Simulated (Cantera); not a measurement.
Feed: 1 mol TiO₂, 4.5 mol Cl₂, 2.3 mol H₂, equilibrated at 750 Torr.

These are equilibrium values from Cantera (NASA tables, ideal gas, pure condensed phases), not measurements of a reactor. Candidate condensed phases: H₂O, Ti, TiCl₂, TiCl₃, TiCl₄, TiO, TiO₂, Ti₂O₃, Ti₃O₅, Ti₄O₇; 23 gas species. The numbers say what is thermodynamically allowed, not how fast it happens.

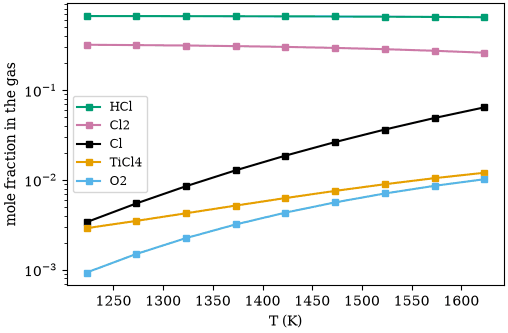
*Equilibrium gas composition (values under 1e-9 drawn at 1e-9)*

From 1223 K to 1623 K the condensed part is TiO₂(rutile). The main Ti-bearing gas is TiCl₄ throughout. The share of Ti in condensed phases is highest at 1223 K (98.0 %) and lowest at 1623 K (91.6 %).
